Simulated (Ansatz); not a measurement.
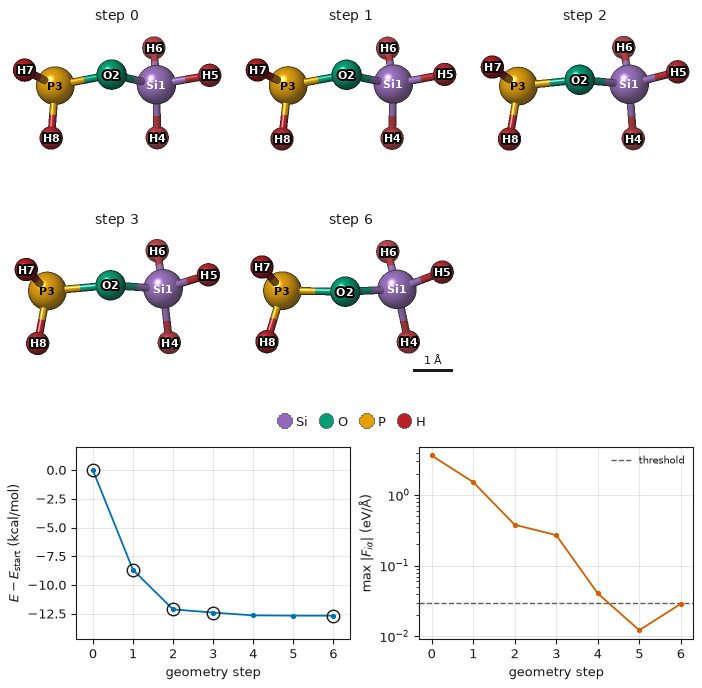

Frames of a relaxation of SiPH5O (coarse preliminary run), marked on the history of the run. The picture is a ball-and-stick view, seen at a tilt.

The start comes from a force field.

Method: RKS PBE-D4/def2-SVP in Ansatz 0.2.0. Settings: force threshold 0.03 eV/Å; at most 200 steps.

> What happens along the run?

H8 moves most after the best rigid fit: 0.51 Å. Largest moves by element: H 0.51 Å, O 0.36 Å, Si 0.19 Å, P 0.18 Å. Near-neighbour distances that change, for instance: Si1–P3 2.647 → 3.009 Å, Si1–O2 1.596 → 1.689 Å, O2–P3 1.610 → 1.689 Å, Si1–H4 1.440 → 1.507 Å. Among the angles between lasting bonds that change: Si1–O2–P3 111.3° → 125.9°, H5–Si1–H6 105.0° → 110.3°, O2–Si1–H5 110.8° → 106.4°. Groups turn about O2–P3 by about 25°, Si1–O2 by about 20°. Over 6 geometry steps the energy falls by 12.7 kcal/mol. The largest force component goes from 3.6 to 0.029 eV/Å. The run took 6.5 s on 2 threads of AMD EPYC 7B13, with other jobs on the host. From step 0 to 1: H8 moves most (0.10 Å), energy −8.68 kcal/mol. From step 1 to 2: H4 moves most (0.20 Å), energy −3.45 kcal/mol. From step 2 to 3: O2 moves most (0.13 Å), energy −0.28 kcal/mol. From step 3 to 6: O2 moves most (0.18 Å), energy −0.27 kcal/mol.

```tsv
step	E − E(0), kcal/mol	largest force component, eV/Å
0	0.00	3.6303
1	-8.68	1.5244
2	-12.12	0.3794
3	-12.40	0.2705
4	-12.64	0.0405
5	-12.67	0.0122
6	-12.67	0.0288
```
